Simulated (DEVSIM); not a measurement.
System: Al0.1Ga0.9As/GaAs n-p heterojunction, at 300 K.

```csv
layer (left to right),material,thickness (μm),Nd (cm⁻³),Na (cm⁻³),τn (s),τp (s)
1,Al0.1Ga0.9As,0.220,3e16,-,9.3e-9,9.3e-9
2,GaAs,0.120,-,5e15,9.3e-9,9.3e-9
```

Left contact: ohmic. Right contact: ohmic. Voltage is applied to the left contact. Recombination: SRH at mid-gap, radiative, Auger. Mobility is constant in doping.

Constants are typed, rounded textbook-type inputs, not results; the design itself was drawn at random and stands for no fabricated device. Values at 300 K.

```tsv
parameter	Al0.1Ga0.9As	GaAs
gap (eV)	1.5487	1.424
affinity (eV)	3.991	4.07
permittivity	12.62	12.9
Nc (cm⁻³)	5.17e17	4.7e17
Nv (cm⁻³)	9e18	9e18
μn (cm²/Vs)	6520	8500
μp (cm²/Vs)	317	400
B (cm³/s)	2e-10	2e-10
Cn (cm⁶/s)	1e-30	1e-30
Cp (cm⁶/s)	1e-30	1e-30
```

Simulated with DEVSIM: 1D drift-diffusion, Boltzmann statistics, complete ionisation; no tunnelling, impact ionisation, image-force lowering or self-heating. Band offsets follow the typed affinities; no thermionic-emission limit at abrupt steps, no polarisation charge.

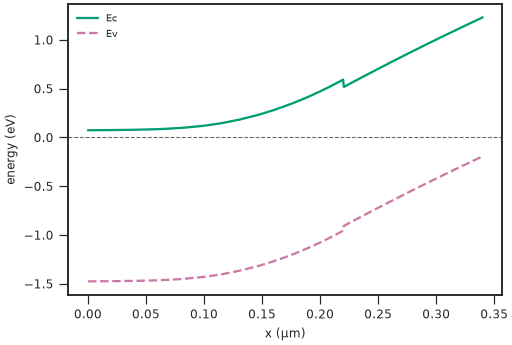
*Band edges at zero bias*

Energies count from the Fermi level of the right contact; mesh points crowd at the junctions.

```csv
x (μm),Ec (eV),Ev (eV),n (cm⁻³),p (cm⁻³),field (V/cm)
0.000,0.074,-1.475,3.0e16,< 1e2,840
0.003321,0.074,-1.475,3.0e16,< 1e2,840
0.008834,0.074,-1.474,2.9e16,< 1e2,890
0.01799,0.075,-1.474,2.8e16,< 1e2,1100
0.03964,0.078,-1.470,2.5e16,< 1e2,2100
0.06914,0.089,-1.459,1.6e16,< 1e2,5900
0.1144,0.145,-1.404,1.9e15,< 1e2,20000
0.1680,0.313,-1.236,2.9e12,< 1e2,43000
0.1907,0.421,-1.127,4.3e10,< 1e2,53000
0.2044,0.497,-1.052,2.3e9,< 1e2,58000
0.2126,0.547,-1.002,3.4e8,130,62000
0.2186,0.585,-0.964,7.7e7,580,65000
0.2213,0.523,-0.901,7.6e8,6700,64000
0.2254,0.550,-0.874,2.8e8,18000,63000
0.2357,0.614,-0.810,2.2e7,230000,63000
0.2489,0.696,-0.728,940000,5400000,62000
0.2703,0.827,-0.597,6000,8.4e8,60000
0.2969,0.985,-0.439,< 1e2,3.8e11,58000
0.3197,1.116,-0.308,< 1e2,6.0e13,57000
0.3295,1.172,-0.252,< 1e2,5.2e14,56000
0.3356,1.206,-0.218,< 1e2,1.9e15,56000
0.3400,1.230,-0.194,< 1e2,5.0e15,56000
```
